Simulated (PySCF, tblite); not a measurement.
# C₄H₇BF₂+ (doublet): geometry, infrared bands and EPR parameters

Wanted: the infrared bands and EPR parameters of C₄H₇BF₂+ (doublet) (`C[C+](BF)[CH]CF`), by calculation.

The runs use tblite 0.8.0 and PySCF 2.14.0, with density-fitted response routines of our own; the level of theory stands in each step. All values are computed, except where a source is named. Atoms count from 0, in the outputs and in this text.

### 1 The molecule as given

14 atoms, charge 1, multiplicity 2; geometry from: force field or distance geometry start.

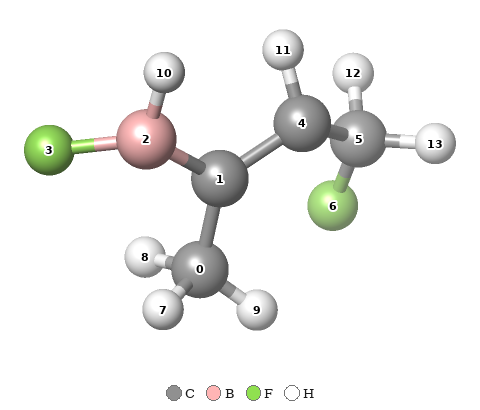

The starting geometry (carbon grey, boron pink, fluorine green, hydrogen white), atoms numbered.

### 2 Geometry optimisation with GFN2-xTB

The job: settings as JSON, then the geometry in Å.

```
{"job": {"kind": "relax", "xc": "GFN2-xTB", "basis": "xTB"}, "charge": 1, "multiplicity": 2}
C     -1.051300    -1.102000     0.241600
C     -0.468500     0.255700     0.268600
B     -1.479700     1.455800     0.359500
F     -2.692800     1.392400    -0.443500
C      0.951500     0.580100     0.257400
C      1.924100    -0.399500    -0.250600
F      1.470000    -1.599300    -0.676200
H     -1.967400    -1.043200     0.908300
H     -1.474100    -1.235400    -0.793000
H     -0.438900    -1.921900     0.572900
H     -1.059800     2.544300     0.545800
H      1.080100     1.548100    -0.261300
H      2.373300     0.071900    -1.162100
H      2.832900    -0.547400     0.410400
```

Launch:

```sh
$ OMP_NUM_THREADS=1 python probes_run.py task.json out
```

This one command runs all jobs of the session in turn.

The log of the run:

```text
step      E/eV     max force
  0    -606.33765    4.111
  1    -607.01179    2.296
  2    -607.18600    5.896
  3    -607.43845    1.105
  4    -607.55277    0.951
  5    -607.71021    1.100
  6    -607.75859    0.835
  7    -607.83929    0.571
  8    -607.86156    0.561
  9    -607.89427    0.378
 10    -607.90922    0.332
 11    -607.92286    0.308
 12    -607.92881    0.169
 13    -607.93195    0.152
 14    -607.93383    0.124
 15    -607.93604    0.156
 16    -607.93855    0.185
 17    -607.94080    0.124
 18    -607.94241    0.097
 19    -607.94346    0.081
 20    -607.94432    0.085
 21    -607.94519    0.083
 22    -607.94591    0.061
 23    -607.94641    0.055
 24    -607.94679    0.048
 25    -607.94717    0.054
 26    -607.94761    0.061
 27    -607.94811    0.067
 28    -607.94870    0.072
 29    -607.94941    0.075
 30    -607.95020    0.071
 31    -607.95094    0.059
 32    -607.95154    0.070
 33    -607.95204    0.064
 34    -607.95256    0.063
 35    -607.95312    0.085
 36    -607.95361    0.086
 37    -607.95396    0.063
 38    -607.95422    0.041
 39    -607.95446    0.038
 40    -607.95468    0.045
 41    -607.95487    0.043
 42    -607.95506    0.048
 43    -607.95532    0.048
 44    -607.95570    0.070
 45    -607.95618    0.086
 46    -607.95666    0.073
 47    -607.95708    0.054
 48    -607.95740    0.053
 49    -607.95763    0.038
 50    -607.95777    0.027
 51    -607.95784    0.016
 52    -607.95790    0.023
 53    -607.95798    0.028
 54    -607.95807    0.026
 55    -607.95815    0.022
 56    -607.95820    0.021
 57    -607.95826    0.021
 58    -607.95834    0.028
 59    -607.95847    0.038
 60    -607.95863    0.046
 61    -607.95883    0.040
 62    -607.95906    0.038
 63    -607.95936    0.051
 64    -607.95969    0.052
 65    -607.95993    0.036
 66    -607.96004    0.034
 67    -607.96014    0.033
 68    -607.96027    0.034
 69    -607.96045    0.044
 70    -607.96067    0.044
 71    -607.96089    0.043
 72    -607.96115    0.047
 73    -607.96158    0.062
 74    -607.96214    0.081
 75    -607.96272    0.065
 76    -607.96312    0.069
 77    -607.96358    0.057
 78    -607.96393    0.045
 79    -607.96446    0.059
 80    -607.96481    0.046
 81    -607.96500    0.040
 82    -607.96512    0.035
 83    -607.96521    0.032
 84    -607.96531    0.028
 85    -607.96543    0.046
 86    -607.96561    0.063
 87    -607.96587    0.086
 88    -607.96626    0.087
 89    -607.96668    0.066
 90    -607.96697    0.045
 91    -607.96723    0.078
 92    -607.96754    0.060
 93    -607.96810    0.048
 94    -607.96839    0.041
 95    -607.96874    0.054
 96    -607.96905    0.056
 97    -607.96942    0.051
 98    -607.96975    0.068
 99    -607.97000    0.039
100    -607.97026    0.027
101    -607.97045    0.033
102    -607.97052    0.027
103    -607.97060    0.019
104    -607.97064    0.017
105    -607.97068    0.019
106    -607.97071    0.021
107    -607.97074    0.016
108    -607.97075    0.014
109    -607.97076    0.011
110    -607.97078    0.010
111    -607.97080    0.013
112    -607.97083    0.015
113    -607.97085    0.012
114    -607.97087    0.018
115    -607.97089    0.014
116    -607.97091    0.016
117    -607.97092    0.005
```

It took 0.58 s on 1 thread of Arm Neoverse V1, shared host.

The steps of the relaxation: (not every step is listed)

```tsv
step	energy from step 0 (eV)	largest force (eV/Å)
0	0.0000	4.1105
1	-0.6741	2.2963
2	-0.8483	5.8957
3	-1.1008	1.1050
4	-1.2151	0.9508
5	-1.3726	1.0999
6	-1.4209	0.8347
7	-1.5016	0.5707
8	-1.5239	0.5606
18	-1.6048	0.0970
28	-1.6110	0.0717
38	-1.6166	0.0406
48	-1.6197	0.0533
58	-1.6207	0.0284
68	-1.6226	0.0336
78	-1.6263	0.0452
88	-1.6286	0.0873
98	-1.6321	0.0681
108	-1.6331	0.0136
112	-1.6332	0.0154
113	-1.6332	0.0124
114	-1.6332	0.0182
115	-1.6332	0.0142
116	-1.6333	0.0162
117	-1.6333	0.0055
```

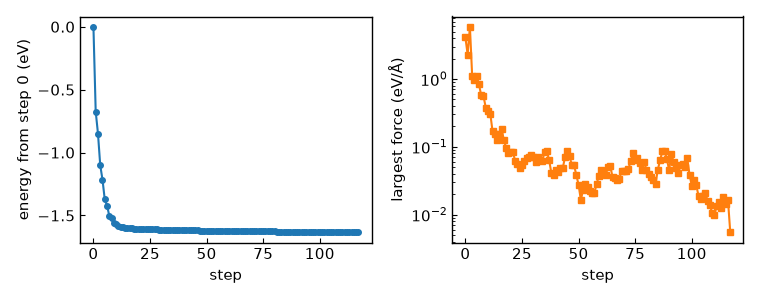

Energy and force, step by step.

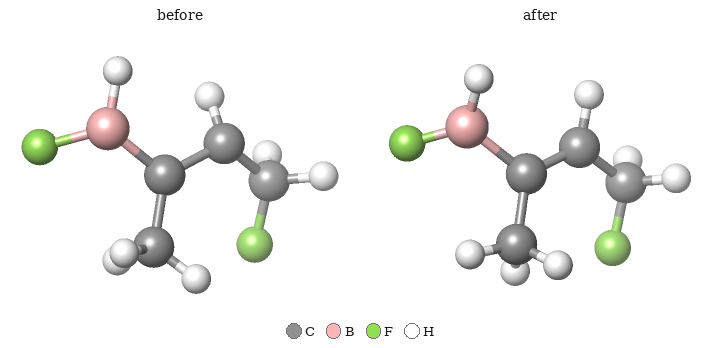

The geometry before (left) and after (right).

Close pairs (by a distance rule), those that changed most:

```tsv
bond	before (Å)	after (Å)	change (Å)
B2–F3	1.456	1.283	-0.173
C1–C4	1.457	1.357	-0.100
C0–H7	1.135	1.088	-0.046
C5–H13	1.133	1.106	-0.028
C1–B2	1.572	1.596	+0.024
C0–H8	1.126	1.102	-0.023
C4–H11	1.106	1.083	-0.023
C5–H12	1.120	1.101	-0.019
```

The next job starts from the end point, and lists it.

### 3 Vibrational analysis with GFN2-xTB

The job: settings as JSON, then the geometry in Å.

```
{"job": {"kind": "ir", "xc": "GFN2-xTB", "basis": "xTB"}, "charge": 1, "multiplicity": 2}
C     -1.070571    -1.029257     0.339168
C     -0.452163     0.298820     0.187544
B     -1.483331     1.517387     0.205008
F     -2.553385     1.454664    -0.499746
C      0.871061     0.546540     0.019342
C      1.886793    -0.401685    -0.493253
F      1.397456    -1.629685    -0.785177
H     -2.151784    -0.990281     0.454953
H     -0.863683    -1.589845    -0.587261
H     -0.620400    -1.605206     1.148670
H     -1.278806     2.432694     0.911514
H      1.268510     1.540561     0.182469
H      2.390478    -0.016820    -1.393109
H      2.659145    -0.528360     0.287714
```

The log of the run:

```text
mode    cm-1     km/mol
  1      60.2      5.66
  2      66.0      3.13
  3      92.3     11.97
  4     160.0     12.26
  5     194.0      7.58
  6     247.3     13.84
  7     312.4      5.41
  8     350.6      0.87
  9     496.3      9.29
 10     601.3     25.29
 11     690.4     77.62
 12     748.6     12.81
 13     781.9     22.69
 14     880.9     13.37
 15     910.1     17.10
 16     947.2     43.64
 17     957.7     33.66
 18    1011.6     24.88
 19    1094.8      8.94
 20    1129.3     92.95
 21    1130.5     36.79
 22    1194.5    397.08
 23    1240.6     48.49
 24    1266.7     56.95
 25    1313.6     74.16
 26    1321.9    140.30
 27    1370.9    323.10
 28    1422.3     21.02
 29    1483.7     17.97
 30    2581.2     43.77
 31    2814.5     56.39
 32    2856.4     96.07
 33    2886.6     52.10
 34    3009.8     17.63
 35    3042.0     16.89
 36    3052.3     11.36
```

It took 0.33 s on 1 thread of Arm Neoverse V1, shared host.

Which atoms move in the most intense modes:

```tsv
cm⁻¹	km/mol	atoms
690	77.6	H10 46 %, B2 36 %
1129	93.0	C5 31 %, H12 28 %, F6 16 %
1194	397.1	H12 32 %, H9 12 %, H13 11 %, C5 11 %
1267	57.0	H9 22 %, H12 21 %, H8 18 %, C5 14 %
1314	74.2	H7 51 %, H8 34 %
1322	140.3	H12 40 %, H13 30 %
1371	323.1	B2 58 %, F3 29 %
2856	96.1	H8 92 %
```

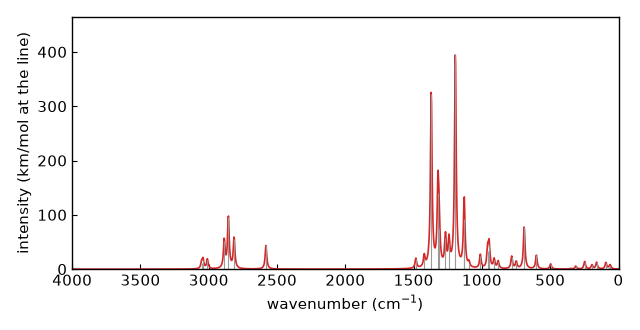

The infrared spectrum from these modes, unscaled. Lines are broadened to a width of 14 cm⁻¹ (Lorentzian).

### 4 EPR parameters: B3LYP/pcH-1

The job, as its differences from that of step 3:

```diff
@@ -1,2 +1,2 @@
-{"job": {"kind": "ir", "xc": "GFN2-xTB", "basis": "xTB"}, "charge": 1, "multiplicity": 2}
+{"job": {"kind": "epr", "basis": "pcH-1"}, "charge": 1, "multiplicity": 2}
 C     -1.070571    -1.029257     0.339168
```

With the program's defaults for keys left out, this is: UKS B3LYP, pcH-1 on B C F H, non-relativistic, mean-field spin-orbit, GIAO.

The log of the run:

```text
UKS, coarse grid
  cycle   1  E = -380.80681293  |g| = 4.85e-01
  cycle   2  E = -380.59012761  |g| = 9.44e-01
  cycle   3  E = -380.88700773  |g| = 7.36e-02
  cycle   4  E = -380.88876957  |g| = 3.65e-02
  cycle   5  E = -380.88942985  |g| = 7.36e-03
  cycle   6  E = -380.88946080  |g| = 2.73e-03
  cycle   7  E = -380.88946439  |g| = 1.53e-03
  cycle   8  E = -380.88946711  |g| = 4.15e-04
UKS, final grid
  cycle   1  E = -380.88952927  |g| = 5.04e-04
  cycle   2  E = -380.88952916  |g| = 8.00e-04
  cycle   3  E = -380.88952939  |g| = 6.58e-05
  cycle   4  E = -380.88952940  |g| = 3.81e-05
  cycle   5  E = -380.88952940  |g| = 2.07e-05
E = -380.88952940 Eh   <S^2> = 0.7551 (exact 0.7500)
g shifts (ppm)      1          2          3
  rmc          -148       -148       -148
  gc              2         23         16
  oz_so         515        776       1588
  total         369        651       1456
hyperfine (MHz)  atom isotope    a_iso     a_fc   dipolar eigenvalues
    0   13C      -1.30      -1.30     -9.28     -7.86     17.14
    1   13C      14.94      14.94    -41.58    -32.11     73.69
    2   11B     -22.09     -22.09     -8.31     -4.43     12.75
    3   19F      13.42      13.42    -52.20    -23.01     75.20
    4   13C      14.14      14.14    -34.27    -30.54     64.81
    5   13C      -8.22      -8.22     -6.00     -4.92     10.92
    6   19F      10.74      10.74    -40.17    -33.02     73.19
    7    1H       0.38       0.38     -5.19     -2.53      7.72
    8    1H     194.12     194.12     -7.75     -1.54      9.30
    9    1H      28.57      28.57     -5.40     -4.33      9.73
   10    1H     102.73     102.73     -4.89     -0.74      5.63
   11    1H       7.41       7.41    -14.57     -6.23     20.80
   12    1H      53.23      53.23     -4.78     -4.38      9.16
   13    1H     153.04     153.04     -5.54     -1.71      7.26
```

Run time: 45 s. Hardware: 1 thread of Arm Neoverse V1, shared host; peak memory 0.89 GiB.

Principal g values 2.00269, 2.00297, 2.00378; g(iso) = 2.00314, against 2.00232 for a free electron.

Mean a(iso) over the nuclei that a row names, and the largest dipolar term of the row (other rows stand at the frozen geometry):

```tsv
nuclei	isotope	a(iso) (MHz)	a(iso) (G, at g = 2.0023)	largest dipolar term (MHz)
H12, H13	1H	103.1	36.8	9.2
H10	1H	102.7	36.7	5.6
H7, H8, H9	1H	74.4	26.5	9.7
B2	11B	-22.1	-7.9	12.7
C1	13C	14.9	5.3	73.7
C4	13C	14.1	5.0	64.8
F3	19F	13.4	4.8	75.2
F6	19F	10.7	3.8	73.2
C5	13C	-8.2	-2.9	10.9
H11	1H	7.4	2.6	20.8
C0	13C	-1.3	-0.5	17.1
```

Mulliken spin populations:

C0 0.03; C1 0.37; B2 0.02; F3 0.01; C4 0.36; C5 0.00; F6 0.02; H7 0.00; H8 0.07; H9 0.01; H10 0.04; H11 0.00; H12 0.02; H13 0.06

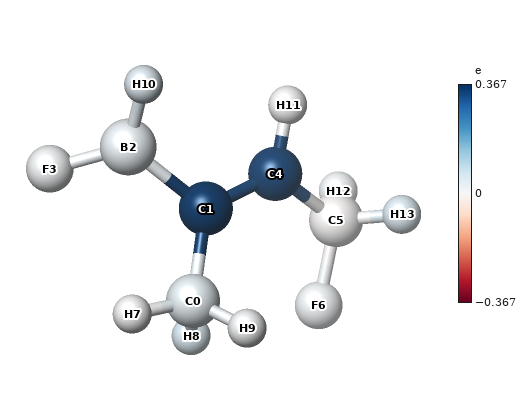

Mulliken spin populations, as colours on the atoms.

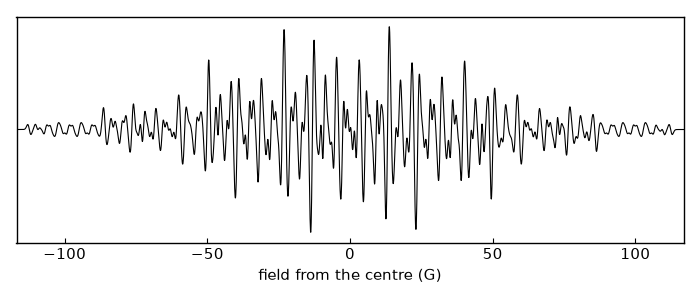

First-order isotropic spectrum (first derivative, main isotopes with spin only, couplings over 0.8 MHz, Gaussian width 0.6 G; couplings of the frozen geometry, rotation of groups not averaged beyond the rows shown).

The fields below are evaluated on a grid from the run's orbitals.

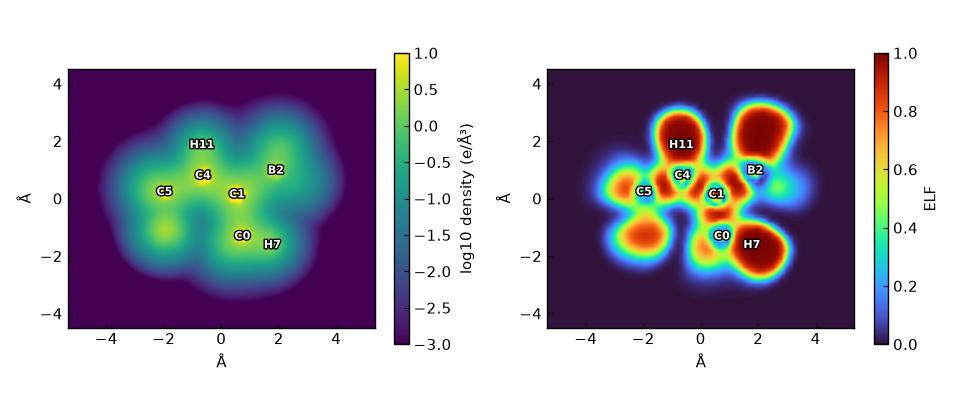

Density (left) and ELF (right) in a plane through or near 7 of the atoms.

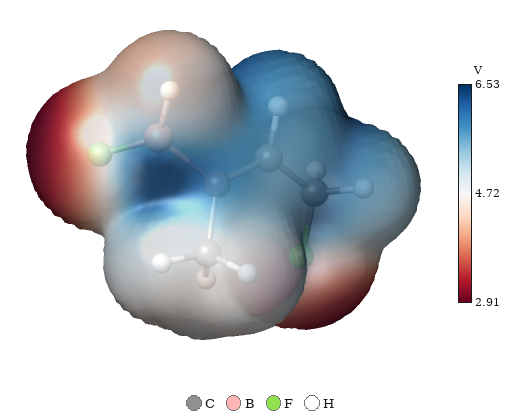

Electrostatic potential on the surface of density 0.002 e/bohr³; red is low, blue high. It runs from 2.91 V near F3 to 6.53 V near B2.

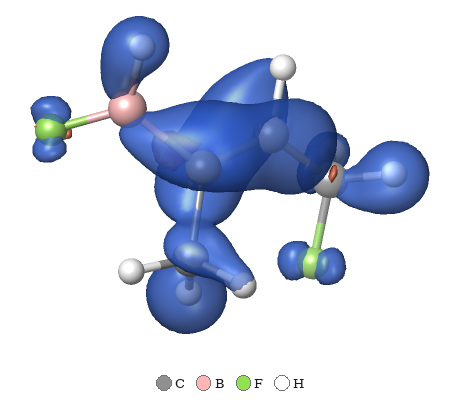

Spin density at ±0.02 e/Å³ (alpha excess blue, beta excess red).

### 5 Results

```
                                 quantity                      value
strongest single infrared mode (GFN2-xTB)      1194 cm⁻¹, 397 km/mol
             zero-point energy (GFN2-xTB)              62.5 kcal/mol
                           g(iso) (B3LYP)                    2.00314
                                     ⟨S²⟩         0.755 (exact 0.75)
       largest a(iso) (averaged by class)  1H on H12, H13, 103.1 MHz
```

Relaxing lowered the energy by 1.633 eV in 117 steps; the close pair that moved most is B2–F3, from 1.456 to 1.283 Å. No mode is imaginary among the 36: a minimum at this level. The strongest single mode, at 1194 cm⁻¹, has its largest shares on H12, H9, H13 and C5 (the list is cut at 4 atoms). GFN2-xTB is a fitted tight-binding method: band positions and strengths are rough. Its intensities can rank the bands wrongly. The largest spin populations lie on C1 (0.37 e), C4 (0.36 e). The isotropic g lies 0.8 ppt above the free-electron value.
